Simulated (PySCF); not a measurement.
Molecule (SMILES): [SiH2] (SiH2) (closed-shell singlet).
Geometry (B3LYP-D3(BJ)/def2-TZVP, fixed):
```
Si
H 1 1.5232
H 1 1.5232 2 91.51
```

Basis-set convergence of the lowest singlet excitation energy at PBE with PySCF. Tamm-Dancoff approximation; the state is taken by its order, and sets in which it differs in degeneracy or brightness are left out, yet its character can still change. All functions are spherical. Density fitting with generated auxiliary sets. In sets without p functions on hydrogen, species with hydrogen take exact integrals. No added dispersion term, no relativity. Reference: the value in aug-pcseg-3, 2.430 eV, itself unsure by roughly 0.004 eV (its mean distance from aug-cc-pV(Q+d)Z, aug-pcseg-2, aug-cc-pV(T+d)Z). Deviations are taken from unrounded values. Cost is core time over that of 6-311G**, rough, on shared machines of one kind; a dash marks a row that isn't timed (too short, read off another run, short of memory, by another algorithm or on other hardware).

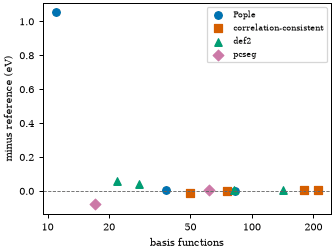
Figure: Deviation from the reference against the number of basis functions, by family of sets.

```
basis              functions  lowest singlet excitation energy (eV)  minus reference (eV)  cost
-----------------  ---------  -------------------------------------  --------------------  ----
STO-3G                    11                                  3.483                 1.053     -
pcseg-0                   17                                  2.350                -0.080     -
def2-SV(P)                22                                  2.491                 0.061     -
def2-SVP                  28                                  2.472                 0.042  0.8×
6-311G**                  38                                  2.438                 0.008    1×
aug-cc-pV(D+d)Z           50                                  2.417                -0.013    1×
pcseg-2                   62                                  2.435                 0.005    2×
jun-cc-pV(T+d)Z           76                                  2.427                -0.003    4×
def2-TZVPPD               82                                  2.437                 0.007    3×
6-311++G(3df,3pd)         83                                  2.428                -0.003    3×
def2-QZVPPD              142                                  2.433                 0.003    5×
aug-cc-pV(Q+d)Z          181                                  2.433                 0.003    7×
cc-pV(5+d)Z              210                                  2.435                 0.005   10×
```
